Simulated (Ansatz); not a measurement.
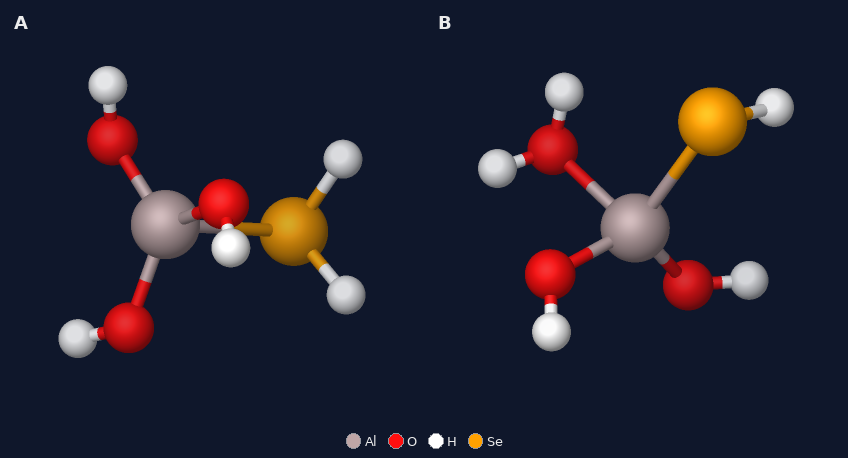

2 stationary structures of one formula. Geometries: PBE0-D4/def2-TZVP. Electronic energies: CCSD(T)/CBS (MP2 limit from def2-TZVPP and def2-QZVPP plus CCSD(T) − MP2) (Ansatz 0.2.0), without zero-point energy. Each is one conformer, not always the lowest.

Rank them by energy, lowest first.

Answer. B is lowest (a minimum); A lies 0.379 eV above it (a minimum).

Give E(B) − E(A) in eV at these levels too: B3LYP-D4/6-31G; PBE-QIDH (frozen core)/def2-TZVPP; RHF-CCSD(T) (frozen core)/def2-TZVPP; RHF/STO-3G; B97M-V/def2-TZVPP; B2PLYP (frozen core)/def2-TZVPP; PBE0-D4/def2-TZVP; CAM-B3LYP-D4/def2-TZVPP.

```csv
level,E(B) − E(A) (eV)
B3LYP-D4/6-31G,−0.627
PBE-QIDH (frozen core)/def2-TZVPP,−0.442
RHF-CCSD(T) (frozen core)/def2-TZVPP,−0.351
RHF/STO-3G,−1.357
B97M-V/def2-TZVPP,−0.330
B2PLYP (frozen core)/def2-TZVPP,−0.330
PBE0-D4/def2-TZVP,−0.398
CAM-B3LYP-D4/def2-TZVPP,−0.324
```
